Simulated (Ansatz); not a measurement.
C4H8F2 (SMILES CCC(C)(F)F)

```xyz
14

C     1.4455   -0.0767   -0.8142
C     0.5753   -0.8056    0.2116
C    -0.4696    0.1029    0.8841
C    -1.5272    0.6045   -0.1011
F    -1.1059   -0.6224    1.8768
F     0.1573    1.1876    1.4743
H     0.8404    0.2424   -1.6879
H     1.9338    0.8094   -0.3566
H     2.2379   -0.7642   -1.1782
H     0.0674   -1.6623   -0.2827
H     1.2406   -1.2214    0.9992
H    -1.0798    1.3017   -0.8397
H    -2.3198    1.1526    0.4509
H    -1.9959   -0.2486   -0.6365
```

Computed with SCF r2SCAN, Gaussian basis in Ansatz 0.2.0.

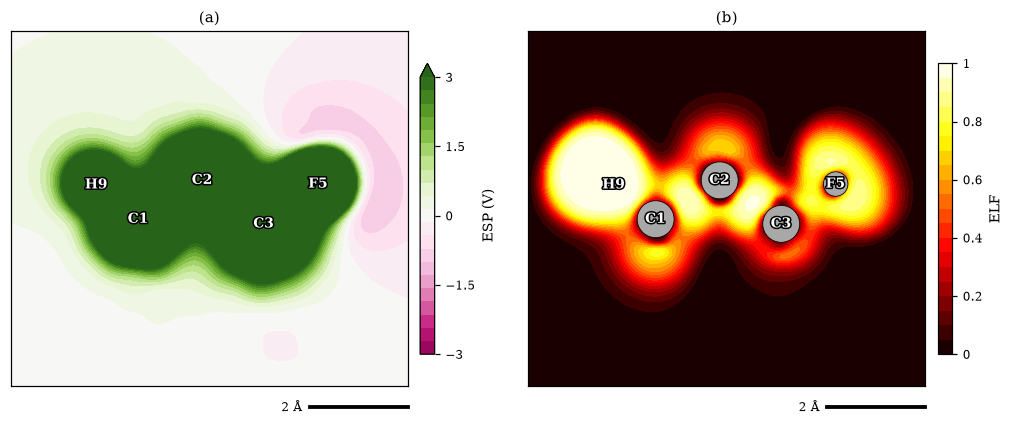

Figure 1. (a) molecular electrostatic potential; (b) electron localisation function on the plane of atoms C1, C2 and C3. Grey discs cover the atomic cores in the ELF map.

**What does the map show?**

The section cuts through C, F and H sites.
C–F (1.38 Å): the ELF peaks at about 0.80 between the atoms; a polar covalent bond.
C–C (1.53 Å): the ELF peaks at about 0.95 between the atoms: a covalent bond.
C–H (1.11 Å): the ELF climbs to about 1 towards the hydrogen, as it does in any bond to H; a covalent bond by its length.
The ELF also peaks beside F5, away from the bonds: lone-pair regions.
Outside the dense part of the molecule the potential is most negative (−1.0 V) near F5.

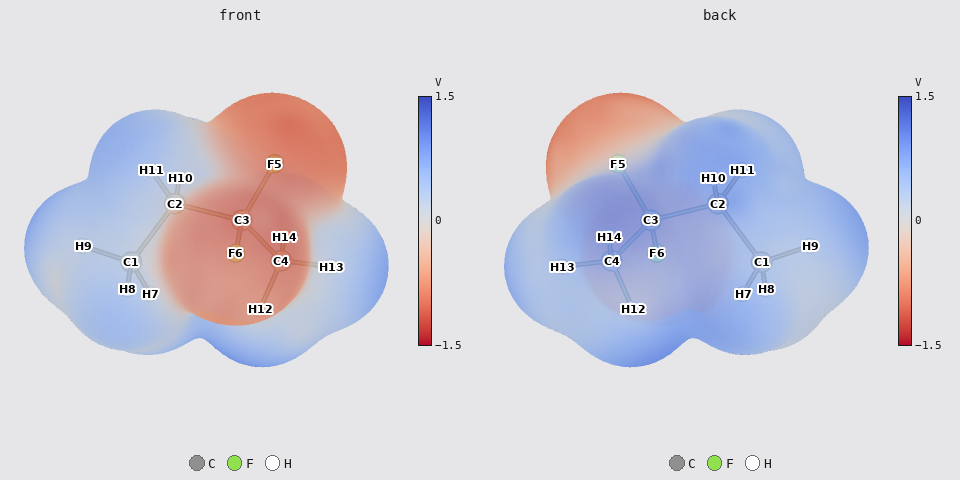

Figure 2. The electrostatic potential painted on the density surface at 0.002 e/bohr³, seen from the front and from behind; red is negative and blue positive.

**Which sites attract a positive test charge, and which a negative one?**

A positive charge is drawn to the negative regions and a negative charge to the positive ones. The most negative region (about −1.0 V) lies over F5, the most positive (about +0.9 V) over H12 and H14.

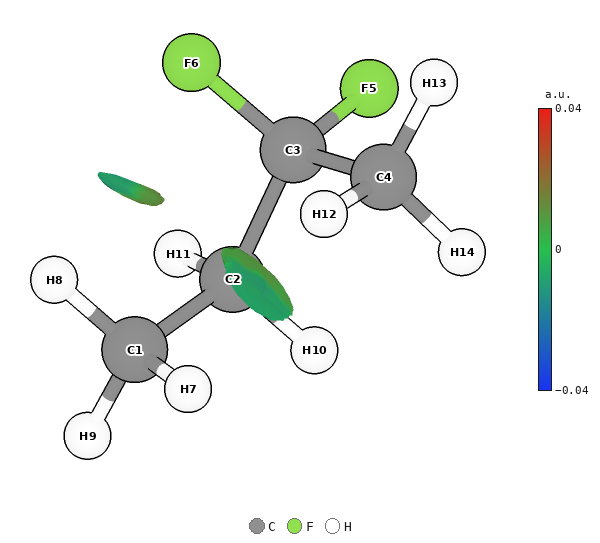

Figure 3. Non-covalent interaction (NCI) plot: the surface where the reduced density gradient is 0.6, for densities under 0.05 a.u., coloured by sign(λ₂)ρ; seen at an oblique angle.

**What holds or crowds the atoms apart from the covalent bonds?**

Between H12 and C4 on one side and H7 and C1 on the other: a weak contact, attractive (blue-green) on one side and crowded (olive to red) on the other; near H8, F6 and C1: mostly steric crowding (olive to red).
